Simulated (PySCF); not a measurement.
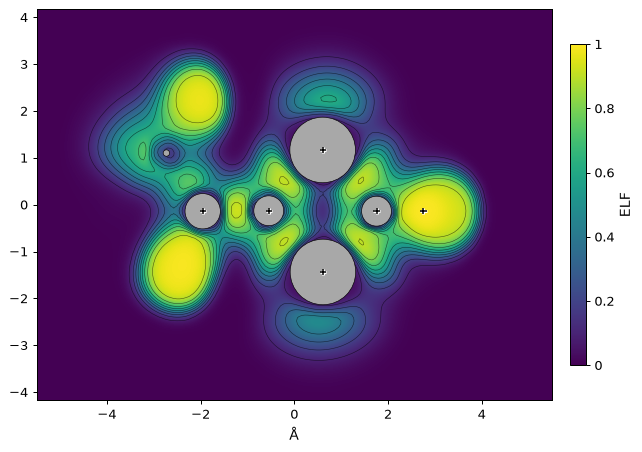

The ELF on a plane through atoms (crosses mark nuclei in the plane; grey discs cover the cores).

These are results of PBE0/pcSseg-1, SCF density, gas phase, non-relativistic (PySCF 2.14.0), not measurements.

Candidates:
A. C6H15N (SMILES CCNCC(C)C)
B. C3H10N2Si2 (SMILES C1CC1N1[SiH2]N[SiH2]1)
C. F6P (charge −1)

Which candidate gave the map?

Candidate B: C3H10N2Si2 on the plane of atoms C3, N4 and Si5, which holds C, N, Si and H. C–N (1.41 Å): the ELF peaks at about 0.95 between the atoms: a covalent bond. Si–N (1.74 Å): the ELF peaks at about 0.90 between the atoms; a polar covalent bond.
